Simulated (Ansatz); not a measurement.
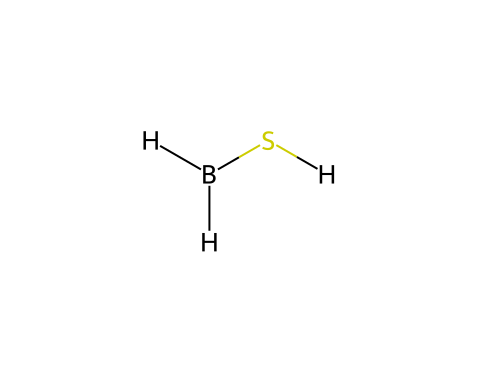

Question: Give its SMILES.

Answer: BS

Question: Give the formula, hydrogens included.

Answer: BH3S.

Question: An optimisation with PBE0-D4/def2-TZVP gave a structure of which point group?

Answer: Cs.

More results for the same structure follow; atom numbers are the same in all pictures, views and colours differ. The geometry was computed by an optimisation with PBE0-D4/def2-TZVP.

Levels of theory compared

Program: Ansatz 0.2.0.

At this fixed geometry, give vertical IP (eV), HOMO–LUMO gap (eV), HOMO energy (eV) at these levels: B3LYP-D4/def2-TZVPP; PBE-D4/def2-TZVPP; PBE0-D4/def2-TZVPP; r2SCAN-D4/def2-TZVPP; ωB97M-V/def2-TZVPP; ωB97X-V/def2-TZVPP.

| level | vertical IP (eV) | HOMO–LUMO gap (eV) | HOMO energy (eV) |
| --- | --- | --- | --- |
| B3LYP-D4/def2-TZVPP | 11.03 | 6.71 | −8.22 |
| PBE-D4/def2-TZVPP | 11.04 | 5.07 | −7.35 |
| PBE0-D4/def2-TZVPP | 10.97 | 7.17 | −8.48 |
| r2SCAN-D4/def2-TZVPP | 10.99 | 5.64 | −7.58 |
| ωB97M-V/def2-TZVPP | 10.99 | 11.33 | −10.67 |
| ωB97X-V/def2-TZVPP | 10.97 | 11.69 | −10.81 |

Dipole moment

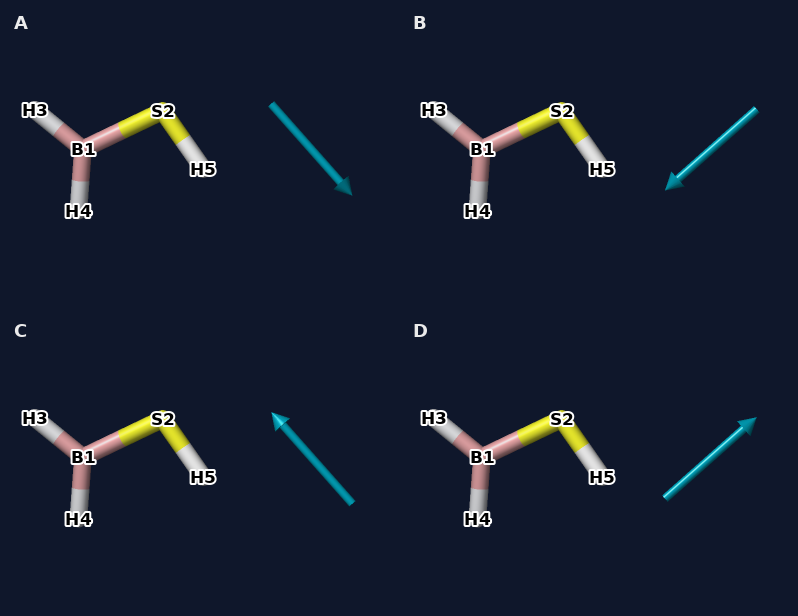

The same molecule four times, each with an arrow. Method: RKS PBE0-D4/def2-TZVP (Ansatz 0.2.0).

Question: Which arrow points along the dipole moment, from the negative to the positive end?

Answer: A. The dipole moment is 0.93 D; it points from the side of H3 to the side of H5 (the outermost atoms at the two ends).

Charges

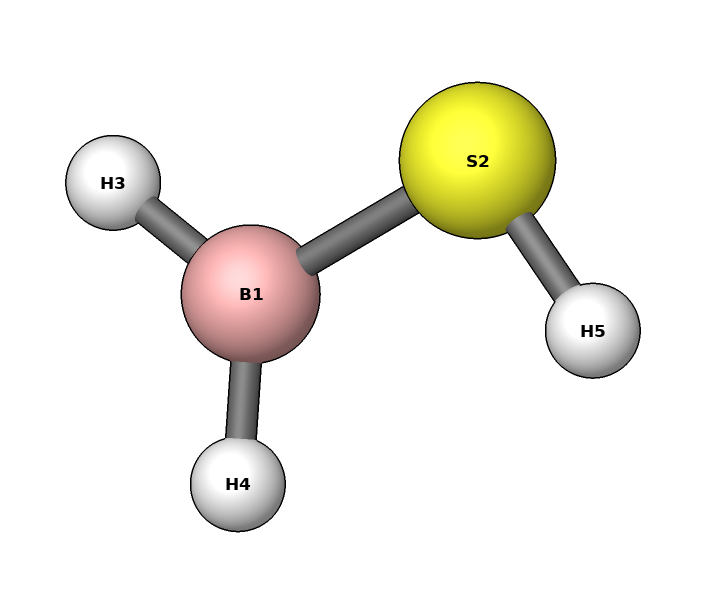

The questions are on Mulliken charges. Properties computed with RKS PBE0-D4/def2-TZVP (Ansatz 0.2.0).

Give the Mulliken charges atom by atom.

```
atom  value (e)
  B1      −0.07
  S2      −0.15
  H3       0.03
  H4       0.03
  H5       0.16
```

Vibrations

Harmonic vibrations computed with RKS PBE0-D4/def2-TZVP (Ansatz 0.2.0) at a stationary point of the same level.

Question: List the wavenumbers.

Answer: 9 modes: 661, 667, 831, 943, 966, 1197, 2612, 2697, 2720 cm⁻¹.

Mulliken values depend strongly on the basis set and can even reverse the polarity of a bond.
